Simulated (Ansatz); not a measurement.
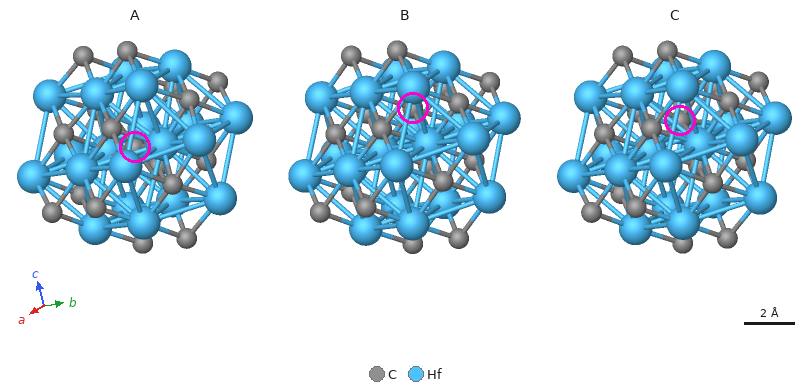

3 geometries from a converged minimum-energy path of a defect cell of composition Hf8C7 with a C vacancy (15 atoms in the cell), shuffled. Style: ball-and-stick. Shown: the atoms within 4.6 Å of the middle of the path, slightly off an axis. The moving atom is ringed, with any periodic copies. Bonds to atoms that aren't drawn are left out.

Computed with DFT, PAW plane waves, PBEsol (Ansatz 0.2.0). Settings: plane-wave cutoff 420 eV; k-point mesh 3 × 3 × 3; Fermi-Dirac smearing 0.1 eV; 5 movable images; climbing image; force threshold 0.05 eV/Å; iteration limit 40.

### One of them is the converged climbing image. Which?

A. In order along the path, whose images run from 0 to 6: A (image 3, +5.08 eV), C (image 5, +1.33 eV), B (image 6, 0.00 eV). It is a vacancy jump: a nearby atom moves into the empty site and leaves its own site empty. A C atom travels furthest, 3.27 Å from end to end, along [−1 0 1], on a straight line. At the highest image its nearest neighbour (Hf) is 1.95 Å away, against 2.31 Å at the start, and the surrounding atoms stand up to 0.28 Å off the mean of their end positions.

Limits of the set-up: the periodic images lie only 6.5 Å apart, so the values are limited by the cell's size.
